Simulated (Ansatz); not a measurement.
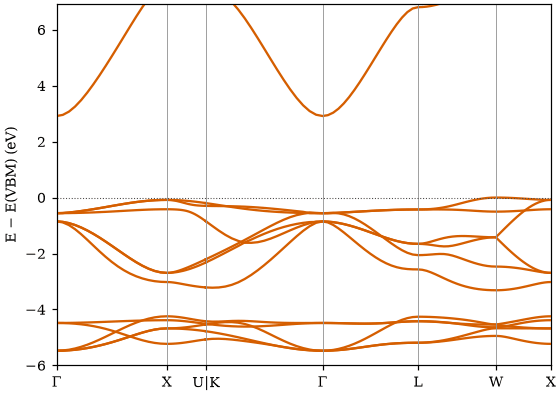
Band structure from DFT-PBE in the program Ansatz with PAW potentials

Read off the gap and where the band edges lie.

About 2.9 eV (2.92 eV by a search for the band edges); maximum at W, minimum at Γ.

Which compound is it?
A) NaI, rock salt
B) AgCl, rock salt
C) CdF2, fluorite

C, CdF2, fluorite

Space group Fm-3m (fluorite). The cell was relaxed with PBE under the symmetry of its start; phonons on a q-mesh show no instability. Scalar-relativistic: spin–orbit coupling is off unless named, which matters more the heavier the elements.

Potentials: the later of the program's two PAW sets.
